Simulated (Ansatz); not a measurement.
# Si2C (singlet): wB97M-V, B2PLYP, RKS PBE0, RPA-PBE over a scan of the distance Si1–C2, cc-pVDZ

Aim: run Si2C (singlet) with these functionals over a scan of the distance Si1–C2, and hold them against the top wave-function level at the same points.

Computed with Ansatz 0.2.0, Gaussian basis. Level: cc-pVDZ, all electrons in the functionals, frozen cores in the correlation of double hybrids and RPA.

To be run: wB97M-V, B2PLYP, RKS PBE0, RPA-PBE, at 1.553 Å; 1.686 Å; 1.876 Å; 2.291 Å; 3.145 Å; 4.550 Å (not every functional at every point).

1 further run of the same task is left out (for a known fault of the program).

## (1) The geometry

The geometry derives from a PBE0/def2-TZVP stationary point (not a proven minimum). One bond is set to the value named and the two fragments are kept rigid.

3 atoms, charge 0, spin multiplicity 1.

Atoms are counted from 1 here; the program's logs count them from 0.

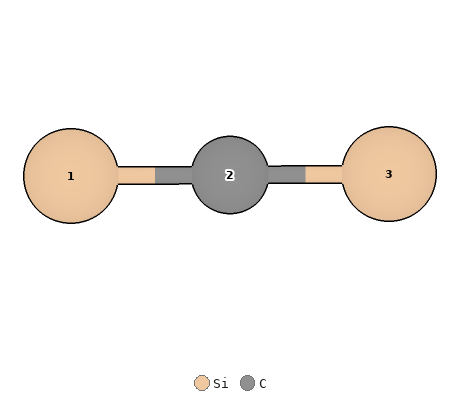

The geometry (silicon light orange, carbon grey); atoms are numbered from 1 in the order of the file.

No dispersion term is added; wB97M-V holds VV10 nonlocal correlation.

The geometry shown and the zero of energy belong to the point 1.686 Å. The yardstick, RCCSDTQ, and other wave-function levels (R restricted, U unrestricted, valence and pair active spaces) come from earlier runs.

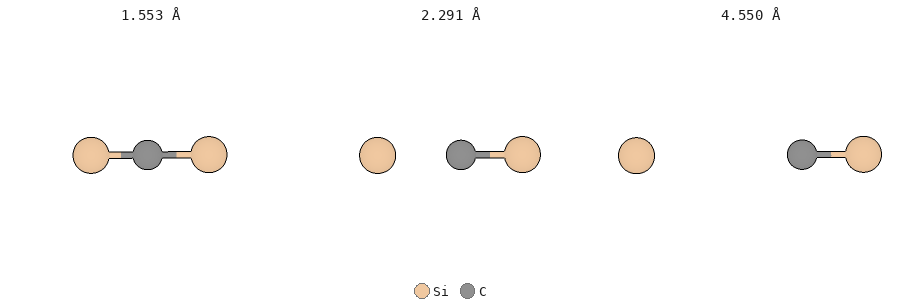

Three points of the scan; sticks are drawn by distance.

## (2) wB97M-V, 1.553 Å

Input file in.yaml:

```yaml
crystal:
  periodic: [false, false, false]
  atoms:
    - {symbol: Si, position_ang: [0.000000, 0.000000, -1.597200]}
    - {symbol: C, position_ang: [0.000000, 0.000000, -0.044200]}
    - {symbol: Si, position_ang: [0.000000, 0.000000, 1.641400]}
basis:
  gaussian: {orbitals: cc-pVDZ}
hamiltonian: {xc: {name: wB97M-V}}
output: {orbitals: {seedname: orbitals}}
```

The run is started by

```bash
$ ansatz run in.yaml --threads 1 --pin off --events-out ev --progress --plain --max-ram 2816MiB --backend cpu
```

What it wrote (excerpt; [...] marks lines left out):

```text
Functional definition: wB97M-V
  name "wB97M-V"
  cite "Mardirossian & Head-Gordon, J. Chem. Phys. 144, 214110 (2016) doi:10.1063/1.4952647"
  cite "Becke, J. Chem. Phys. 107, 8554 (1997) doi:10.1063/1.475007"
  cite "Vydrov & Van Voorhis, J. Chem. Phys. 133, 244103 (2010) doi:10.1063/1.3521275"
  # Of w^i u^j: cxij and so on, Table III.
[...]
  gx(w, u) = 1 - cx + cx01*u + cx10*w
  gss(w, u) = css00 + css04*u^4 + css10*w + css20*w^2 + css43*w^4*u^3
  gos(w, u) = cos00 + cos10*w + (cos20 + cos21*u)*w^2 + (cos60 + cos61*u)*w^6
[...]
      + integral(e_c_pw_mod_opposite_spin*gos(b97_w_opposite, b97_u_opposite)) + vv10(b, c)
503 factors; integrals over basis functions are off by at most 1.1e-3 eV
165 factors; integrals over basis functions are off by at most 1.3e-5 eV
[...]
mean field -16787.18020275 eV, -616.9174936917 hartree, gradient 7.5e-5 eV, S^2 0.000000; 0 other end points of the search recorded, 0 dependent functions left out
reference -16787.18023501 eV, -616.9174948772 hartree; 17, 17 occupied and 33, 33 virtual orbitals, 503 factors
Total energy: -16787.18023501 eV, -616.9174948772 hartree
```

It took 2.6 s on 1 thread of AMD EPYC 7R13, shared host.

## (3) wB97M-V, 1.686 Å

Input file in.yaml:

```yaml
crystal:
  periodic: [false, false, false]
  atoms:
    - {symbol: Si, position_ang: [0.000000, 0.000000, 1.685600]}
    - {symbol: C, position_ang: [0.000000, 0.000000, 0.000000]}
    - {symbol: Si, position_ang: [0.000000, 0.000000, -1.685600]}
basis:
  gaussian: {orbitals: cc-pVDZ}
hamiltonian: {xc: {name: wB97M-V}}
output: {forces: true, orbitals: {seedname: orbitals}}
```

The command is unchanged.

What it wrote (excerpt; [...] marks lines left out):

```text
Functional definition: wB97M-V
  name "wB97M-V"
  cite "Mardirossian & Head-Gordon, J. Chem. Phys. 144, 214110 (2016) doi:10.1063/1.4952647"
  cite "Becke, J. Chem. Phys. 107, 8554 (1997) doi:10.1063/1.475007"
  cite "Vydrov & Van Voorhis, J. Chem. Phys. 133, 244103 (2010) doi:10.1063/1.3521275"
  # Of w^i u^j: cxij and so on, Table III.
[...]
  gx(w, u) = 1 - cx + cx01*u + cx10*w
  gss(w, u) = css00 + css04*u^4 + css10*w + css20*w^2 + css43*w^4*u^3
  gos(w, u) = cos00 + cos10*w + (cos20 + cos21*u)*w^2 + (cos60 + cos61*u)*w^6
[...]
      + integral(e_c_pw_mod_opposite_spin*gos(b97_w_opposite, b97_u_opposite)) + vv10(b, c)
503 factors; integrals over basis functions are off by at most 9.3e-4 eV
165 factors; integrals over basis functions are off by at most 1.5e-5 eV
[...]
mean field -16787.63608322 eV, -616.9342469899 hartree, gradient 3.9e-6 eV, S^2 0.000000; 0 other end points of the search recorded, 0 dependent functions left out
[...]
reference -16787.63611575 eV, -616.9342481854 hartree; 17, 17 occupied and 33, 33 virtual orbitals, 503 factors
Total energy: -16787.63611575 eV, -616.9342481854 hartree
Atom 0 at     0.000000     0.000000     1.685600 Å, force     0.000000    -0.000000     0.287688 eV/Å
Atom 1 at     0.000000     0.000000     0.000000 Å, force    -0.000000     0.000000    -0.000000 eV/Å
Atom 2 at     0.000000     0.000000    -1.685600 Å, force    -0.000000    -0.000000    -0.287688 eV/Å
Dipole moment:    -0.000000     0.000000     0.000000 e Å
```

Run time: 3.1 s. Hardware: 1 thread of AMD EPYC 7R13, shared host.

## (4) wB97M-V, 1.876 Å

Input file in.yaml:

```yaml
crystal:
  periodic: [false, false, false]
  atoms:
    - {symbol: Si, position_ang: [0.000000, 0.000000, 1.812533]}
    - {symbol: C, position_ang: [0.000000, 0.000000, -0.063467]}
    - {symbol: Si, position_ang: [0.000000, 0.000000, -1.749067]}
basis:
  gaussian: {orbitals: cc-pVDZ}
magnetization: {spin_polarized: true, initial_magnetization: 0}
hamiltonian: {xc: {name: wB97M-V}}
output: {orbitals: {seedname: orbitals}}
```

The command is unchanged.

What it wrote (excerpt; [...] marks lines left out):

```text
Functional definition: wB97M-V
  name "wB97M-V"
  cite "Mardirossian & Head-Gordon, J. Chem. Phys. 144, 214110 (2016) doi:10.1063/1.4952647"
  cite "Becke, J. Chem. Phys. 107, 8554 (1997) doi:10.1063/1.475007"
  cite "Vydrov & Van Voorhis, J. Chem. Phys. 133, 244103 (2010) doi:10.1063/1.3521275"
  # Of w^i u^j: cxij and so on, Table III.
[...]
  gx(w, u) = 1 - cx + cx01*u + cx10*w
  gss(w, u) = css00 + css04*u^4 + css10*w + css20*w^2 + css43*w^4*u^3
  gos(w, u) = cos00 + cos10*w + (cos20 + cos21*u)*w^2 + (cos60 + cos61*u)*w^6
[...]
      + integral(e_c_pw_mod_opposite_spin*gos(b97_w_opposite, b97_u_opposite)) + vv10(b, c)
503 factors; integrals over basis functions are off by at most 9.4e-4 eV
165 factors; integrals over basis functions are off by at most 1.5e-5 eV
[...]
mean field -16787.15782512 eV, -616.9166713290 hartree, gradient 1.0e-5 eV, S^2 0.000000; 2 other end points of the search recorded, 0 dependent functions left out
reference -16787.15785791 eV, -616.9166725339 hartree; 17, 17 occupied and 33, 33 virtual orbitals, 503 factors
Total energy: -16787.15785791 eV, -616.9166725339 hartree
```

Run time: 5.5 s. Hardware: 1 thread of AMD EPYC 7R13, shared host; peak memory 0.26 GiB.

From the report: ⟨S²⟩ of the determinant 0.000 (pure singlet: 0.00).

From 1.686 Å: +0.478 eV.

## (5) wB97M-V, 2.291 Å

Input file in.yaml:

```yaml
crystal:
  periodic: [false, false, false]
  atoms:
    - {symbol: Si, position_ang: [0.000000, 0.000000, 2.089200]}
    - {symbol: C, position_ang: [0.000000, 0.000000, -0.201800]}
    - {symbol: Si, position_ang: [0.000000, 0.000000, -1.887400]}
basis:
  gaussian: {orbitals: cc-pVDZ}
magnetization: {spin_polarized: true, initial_magnetization: 0}
hamiltonian: {xc: {name: wB97M-V}}
output: {forces: true, orbitals: {seedname: orbitals}}
```

Launched as before.

What it wrote (excerpt; [...] marks lines left out):

```text
Functional definition: wB97M-V
  name "wB97M-V"
  cite "Mardirossian & Head-Gordon, J. Chem. Phys. 144, 214110 (2016) doi:10.1063/1.4952647"
  cite "Becke, J. Chem. Phys. 107, 8554 (1997) doi:10.1063/1.475007"
  cite "Vydrov & Van Voorhis, J. Chem. Phys. 133, 244103 (2010) doi:10.1063/1.3521275"
  # Of w^i u^j: cxij and so on, Table III.
[...]
  gx(w, u) = 1 - cx + cx01*u + cx10*w
  gss(w, u) = css00 + css04*u^4 + css10*w + css20*w^2 + css43*w^4*u^3
  gos(w, u) = cos00 + cos10*w + (cos20 + cos21*u)*w^2 + (cos60 + cos61*u)*w^6
[...]
      + integral(e_c_pw_mod_opposite_spin*gos(b97_w_opposite, b97_u_opposite)) + vv10(b, c)
503 factors; integrals over basis functions are off by at most 9.8e-4 eV
165 factors; integrals over basis functions are off by at most 1.8e-5 eV
[...]
mean field -16784.64829462 eV, -616.8244477840 hartree, gradient 1.2e-5 eV, S^2 0.455247; 8 other end points of the search recorded, 0 dependent functions left out
[...]
reference -16784.64832777 eV, -616.8244490024 hartree; 17, 17 occupied and 33, 33 virtual orbitals, 503 factors
Total energy: -16784.64832777 eV, -616.8244490024 hartree
Atom 0 at     0.000000     0.000000     2.089200 Å, force     0.000000     0.000000    -5.609699 eV/Å
Atom 1 at     0.000000     0.000000    -0.201800 Å, force    -0.000000    -0.000000     6.322067 eV/Å
Atom 2 at     0.000000     0.000000    -1.887400 Å, force     0.000000     0.000000    -0.712368 eV/Å
Dipole moment:    -0.000000     0.000000     0.483601 e Å
```

It took 18 s on 1 thread of AMD EPYC 7R13, shared host; peak memory 0.26 GiB.

From the report: ⟨S²⟩ of the determinant 0.455 (pure singlet: 0.00).

From 1.686 Å: +2.988 eV.

## (6) wB97M-V, 3.145 Å

Input file in.yaml:

```yaml
crystal:
  periodic: [false, false, false]
  atoms:
    - {symbol: Si, position_ang: [0.000000, 0.000000, 2.658533]}
    - {symbol: C, position_ang: [0.000000, 0.000000, -0.486467]}
    - {symbol: Si, position_ang: [0.000000, 0.000000, -2.172067]}
basis:
  gaussian: {orbitals: cc-pVDZ}
magnetization: {spin_polarized: true, initial_magnetization: 0}
hamiltonian: {xc: {name: wB97M-V}}
output: {forces: true, orbitals: {seedname: orbitals}}
```

Launched as before.

What it wrote (excerpt; [...] marks lines left out):

```text
Functional definition: wB97M-V
  name "wB97M-V"
  cite "Mardirossian & Head-Gordon, J. Chem. Phys. 144, 214110 (2016) doi:10.1063/1.4952647"
  cite "Becke, J. Chem. Phys. 107, 8554 (1997) doi:10.1063/1.475007"
  cite "Vydrov & Van Voorhis, J. Chem. Phys. 133, 244103 (2010) doi:10.1063/1.3521275"
  # Of w^i u^j: cxij and so on, Table III.
[...]
  gx(w, u) = 1 - cx + cx01*u + cx10*w
  gss(w, u) = css00 + css04*u^4 + css10*w + css20*w^2 + css43*w^4*u^3
  gos(w, u) = cos00 + cos10*w + (cos20 + cos21*u)*w^2 + (cos60 + cos61*u)*w^6
[...]
      + integral(e_c_pw_mod_opposite_spin*gos(b97_w_opposite, b97_u_opposite)) + vv10(b, c)
503 factors; integrals over basis functions are off by at most 9.5e-4 eV
165 factors; integrals over basis functions are off by at most 1.3e-5 eV
[...]
mean field -16781.82631339 eV, -616.7207418868 hartree, gradient 2.7e-6 eV, S^2 1.426668; 12 other end points of the search recorded, 0 dependent functions left out
[...]
reference -16781.82634904 eV, -616.7207431967 hartree; 17, 17 occupied and 33, 33 virtual orbitals, 503 factors
Total energy: -16781.82634904 eV, -616.7207431967 hartree
Atom 0 at     0.000000     0.000000     2.658533 Å, force     0.000000    -0.000000    -1.638520 eV/Å
Atom 1 at     0.000000     0.000000    -0.486467 Å, force    -0.000000     0.000000     2.755544 eV/Å
Atom 2 at     0.000000     0.000000    -2.172067 Å, force     0.000000    -0.000000    -1.117024 eV/Å
Dipole moment:    -0.000000     0.000000     0.540747 e Å
```

Run time: 28 s. Hardware: 1 thread of AMD EPYC 7R13, shared host; peak memory 0.27 GiB.

From the report: ⟨S²⟩ of the determinant 1.427 (pure singlet: 0.00). The determinant is far from a pure spin state, so its energy mixes those of several spin states (harmless only where they are near-degenerate, as at dissociation).

From 1.686 Å: +5.810 eV.

## (7) wB97M-V, 4.550 Å

Input file in.yaml:

```yaml
crystal:
  periodic: [false, false, false]
  atoms:
    - {symbol: Si, position_ang: [0.000000, 0.000000, -3.595200]}
    - {symbol: C, position_ang: [0.000000, 0.000000, 0.954800]}
    - {symbol: Si, position_ang: [0.000000, 0.000000, 2.640400]}
basis:
  gaussian: {orbitals: cc-pVDZ}
magnetization: {spin_polarized: true, initial_magnetization: 0}
hamiltonian: {xc: {name: wB97M-V}}
output: {orbitals: {seedname: orbitals}}
```

Same command.

What it wrote (excerpt; [...] marks lines left out):

```text
Functional definition: wB97M-V
  name "wB97M-V"
  cite "Mardirossian & Head-Gordon, J. Chem. Phys. 144, 214110 (2016) doi:10.1063/1.4952647"
  cite "Becke, J. Chem. Phys. 107, 8554 (1997) doi:10.1063/1.475007"
  cite "Vydrov & Van Voorhis, J. Chem. Phys. 133, 244103 (2010) doi:10.1063/1.3521275"
  # Of w^i u^j: cxij and so on, Table III.
[...]
  gx(w, u) = 1 - cx + cx01*u + cx10*w
  gss(w, u) = css00 + css04*u^4 + css10*w + css20*w^2 + css43*w^4*u^3
  gos(w, u) = cos00 + cos10*w + (cos20 + cos21*u)*w^2 + (cos60 + cos61*u)*w^6
[...]
      + integral(e_c_pw_mod_opposite_spin*gos(b97_w_opposite, b97_u_opposite)) + vv10(b, c)
503 factors; integrals over basis functions are off by at most 9.5e-4 eV
165 factors; integrals over basis functions are off by at most 1.5e-5 eV
[...]
mean field -16781.09328989 eV, -616.6938037700 hartree, gradient 4.4e-6 eV, S^2 2.020415; 11 other end points of the search recorded, 0 dependent functions left out
reference -16781.09332919 eV, -616.6938052143 hartree; 17, 17 occupied and 33, 33 virtual orbitals, 503 factors
Total energy: -16781.09332919 eV, -616.6938052143 hartree
```

Run time: 52 s. Hardware: 1 thread of AMD EPYC 7R13, shared host; peak memory 0.27 GiB.

From the report: ⟨S²⟩ of the determinant 2.020 (pure singlet: 0.00). The determinant is far from a pure spin state, so its energy mixes those of several spin states (harmless only where they are near-degenerate, as at dissociation).

From 1.686 Å: +6.543 eV.

## (8) B2PLYP, 1.553 Å

Input file in.yaml:

```yaml
crystal:
  periodic: [false, false, false]
  atoms:
    - {symbol: Si, position_ang: [0.000000, 0.000000, -1.597200]}
    - {symbol: C, position_ang: [0.000000, 0.000000, -0.044200]}
    - {symbol: Si, position_ang: [0.000000, 0.000000, 1.641400]}
basis:
  gaussian: {orbitals: cc-pVDZ}
hamiltonian: {xc: {name: B2PLYP}}
correlation: {electrons: outside_noble_gas}
```

The command is unchanged.

What it wrote (excerpt; [...] marks lines left out):

```text
Functional definition: B2PLYP
  name "B2PLYP"
  cite "Grimme, J. Chem. Phys. 124, 034108 (2006) doi:10.1063/1.2148954"
  cite "Becke, Phys. Rev. A 38, 3098 (1988) doi:10.1103/PhysRevA.38.3098"
  cite "Lee, Yang & Parr, Phys. Rev. B 37, 785 (1988) doi:10.1103/PhysRevB.37.785"
[...]
503 factors; integrals over basis functions are off by at most 1.1e-3 eV
[...]
mean field -16777.85174963 eV, -616.5746793626 hartree, gradient 5.9e-6 eV, S^2 0.000000; 0 other end points of the search recorded, 0 dependent functions left out
11 core orbitals not correlated: weight in the atoms' cores, before any rotation towards them, 1.000 or more for the frozen orbitals, at most 0.000 for the correlated occupied ones
reference -16777.85187026 eV, -616.5746837956 hartree; 6, 6 occupied and 33, 33 virtual orbitals, 503 factors
second order -9.72477976 eV of doubles, -0.00000000 eV of singles
Total energy: -16780.47756079 eV, -616.6711761430 hartree
```

It took 1.3 s on 1 thread of AMD EPYC 7R13, shared host.

## (9) B2PLYP, 1.686 Å

Input file in.yaml:

```yaml
crystal:
  periodic: [false, false, false]
  atoms:
    - {symbol: Si, position_ang: [0.000000, 0.000000, 1.685600]}
    - {symbol: C, position_ang: [0.000000, 0.000000, 0.000000]}
    - {symbol: Si, position_ang: [0.000000, 0.000000, -1.685600]}
basis:
  gaussian: {orbitals: cc-pVDZ}
hamiltonian: {xc: {name: B2PLYP}}
correlation: {electrons: outside_noble_gas}
```

Same command.

What it wrote (excerpt; [...] marks lines left out):

```text
Functional definition: B2PLYP
  name "B2PLYP"
  cite "Grimme, J. Chem. Phys. 124, 034108 (2006) doi:10.1063/1.2148954"
  cite "Becke, Phys. Rev. A 38, 3098 (1988) doi:10.1103/PhysRevA.38.3098"
  cite "Lee, Yang & Parr, Phys. Rev. B 37, 785 (1988) doi:10.1103/PhysRevB.37.785"
[...]
503 factors; integrals over basis functions are off by at most 9.3e-4 eV
[...]
mean field -16778.30515563 eV, -616.5913417259 hartree, gradient 3.6e-7 eV, S^2 0.000000; 0 other end points of the search recorded, 0 dependent functions left out
11 core orbitals not correlated: weight in the atoms' cores, before any rotation towards them, 1.000 or more for the frozen orbitals, at most 0.000 for the correlated occupied ones
reference -16778.30527863 eV, -616.5913462457 hartree; 6, 6 occupied and 33, 33 virtual orbitals, 503 factors
second order -10.04156184 eV of doubles, -0.00000000 eV of singles
Total energy: -16781.01650032 eV, -616.6909818054 hartree
```

Run time: 1.4 s. Hardware: 1 thread of AMD EPYC 7R13, shared host.

## (10) B2PLYP, 1.876 Å

Input file in.yaml:

```yaml
crystal:
  periodic: [false, false, false]
  atoms:
    - {symbol: Si, position_ang: [0.000000, 0.000000, 1.812533]}
    - {symbol: C, position_ang: [0.000000, 0.000000, -0.063467]}
    - {symbol: Si, position_ang: [0.000000, 0.000000, -1.749067]}
basis:
  gaussian: {orbitals: cc-pVDZ}
magnetization: {spin_polarized: true, initial_magnetization: 0}
hamiltonian: {xc: {name: B2PLYP}}
correlation: {electrons: outside_noble_gas}
```

Same command.

What it wrote (excerpt; [...] marks lines left out):

```text
Functional definition: B2PLYP
  name "B2PLYP"
  cite "Grimme, J. Chem. Phys. 124, 034108 (2006) doi:10.1063/1.2148954"
  cite "Becke, Phys. Rev. A 38, 3098 (1988) doi:10.1103/PhysRevA.38.3098"
  cite "Lee, Yang & Parr, Phys. Rev. B 37, 785 (1988) doi:10.1103/PhysRevB.37.785"
[...]
503 factors; integrals over basis functions are off by at most 9.4e-4 eV
[...]
mean field -16777.82024192 eV, -616.5735214755 hartree, gradient 2.3e-6 eV, S^2 0.000000; 8 other end points of the search recorded, 0 dependent functions left out
11 core orbitals not correlated: weight in the atoms' cores, before any rotation towards them, 1.000 or more for the frozen orbitals, at most 0.000 for the correlated occupied ones
reference -16777.82036871 eV, -616.5735261351 hartree; 6, 6 occupied and 33, 33 virtual orbitals, 503 factors
second order -10.62460927 eV of doubles, -0.00000000 eV of singles
Total energy: -16780.68901322 eV, -616.6789468762 hartree
```

Wall time 6 s (1 thread of AMD EPYC 7R13, shared host).

From the report: ⟨S²⟩ of the determinant 0.000 (pure singlet: 0.00).

From 1.686 Å: +0.327 eV.

## (11) B2PLYP, 2.291 Å

Input file in.yaml:

```yaml
crystal:
  periodic: [false, false, false]
  atoms:
    - {symbol: Si, position_ang: [0.000000, 0.000000, 2.089200]}
    - {symbol: C, position_ang: [0.000000, 0.000000, -0.201800]}
    - {symbol: Si, position_ang: [0.000000, 0.000000, -1.887400]}
basis:
  gaussian: {orbitals: cc-pVDZ}
magnetization: {spin_polarized: true, initial_magnetization: 0}
hamiltonian: {xc: {name: B2PLYP}}
correlation: {electrons: outside_noble_gas}
```

The command is unchanged.

What it wrote (excerpt; [...] marks lines left out):

```text
Functional definition: B2PLYP
  name "B2PLYP"
  cite "Grimme, J. Chem. Phys. 124, 034108 (2006) doi:10.1063/1.2148954"
  cite "Becke, Phys. Rev. A 38, 3098 (1988) doi:10.1103/PhysRevA.38.3098"
  cite "Lee, Yang & Parr, Phys. Rev. B 37, 785 (1988) doi:10.1103/PhysRevB.37.785"
[...]
503 factors; integrals over basis functions are off by at most 9.8e-4 eV
[...]
mean field -16775.58486859 eV, -616.4913730208 hartree, gradient 6.8e-6 eV, S^2 0.776846; 9 other end points of the search recorded, 0 dependent functions left out
11 core orbitals not correlated: weight in the atoms' cores, before any rotation towards them, 1.000 or more for the frozen orbitals, at most 0.000 for the correlated occupied ones
reference -16775.58500105 eV, -616.4913778887 hartree; 6, 6 occupied and 33, 33 virtual orbitals, 503 factors
second order -9.41824030 eV of doubles, -0.00000000 eV of singles
Total energy: -16778.12792593 eV, -616.5848286545 hartree
```

Wall time 6.5 s (1 thread of AMD EPYC 7R13, shared host).

From the report: ⟨S²⟩ of the determinant 0.777 (pure singlet: 0.00). The determinant is far from a pure spin state, so its energy mixes those of several spin states (harmless only where they are near-degenerate, as at dissociation).

From 1.686 Å: +2.889 eV.

## (12) B2PLYP, 3.145 Å

Input file in.yaml:

```yaml
crystal:
  periodic: [false, false, false]
  atoms:
    - {symbol: Si, position_ang: [0.000000, 0.000000, 2.658533]}
    - {symbol: C, position_ang: [0.000000, 0.000000, -0.486467]}
    - {symbol: Si, position_ang: [0.000000, 0.000000, -2.172067]}
basis:
  gaussian: {orbitals: cc-pVDZ}
magnetization: {spin_polarized: true, initial_magnetization: 0}
hamiltonian: {xc: {name: B2PLYP}}
correlation: {electrons: outside_noble_gas}
```

Same command.

What it wrote (excerpt; [...] marks lines left out):

```text
Functional definition: B2PLYP
  name "B2PLYP"
  cite "Grimme, J. Chem. Phys. 124, 034108 (2006) doi:10.1063/1.2148954"
  cite "Becke, Phys. Rev. A 38, 3098 (1988) doi:10.1103/PhysRevA.38.3098"
  cite "Lee, Yang & Parr, Phys. Rev. B 37, 785 (1988) doi:10.1103/PhysRevB.37.785"
[...]
503 factors; integrals over basis functions are off by at most 9.5e-4 eV
[...]
mean field -16773.18530870 eV, -616.4031908213 hartree, gradient 7.3e-6 eV, S^2 1.703114; 16 other end points of the search recorded, 0 dependent functions left out
11 core orbitals not correlated: weight in the atoms' cores, before any rotation towards them, 1.000 or more for the frozen orbitals, at most 0.000 for the correlated occupied ones
reference -16773.18544914 eV, -616.4031959823 hartree; 6, 6 occupied and 33, 33 virtual orbitals, 503 factors
second order -7.90215865 eV of doubles, -0.00000000 eV of singles
Total energy: -16775.31903197 eV, -616.4816037053 hartree
```

Wall time 14 s (1 thread of AMD EPYC 7R13, shared host).

From the report: ⟨S²⟩ of the determinant 1.703 (pure singlet: 0.00). The determinant is far from a pure spin state, so its energy mixes those of several spin states (harmless only where they are near-degenerate, as at dissociation).

From 1.686 Å: +5.697 eV.

[end of part 1 of 2]
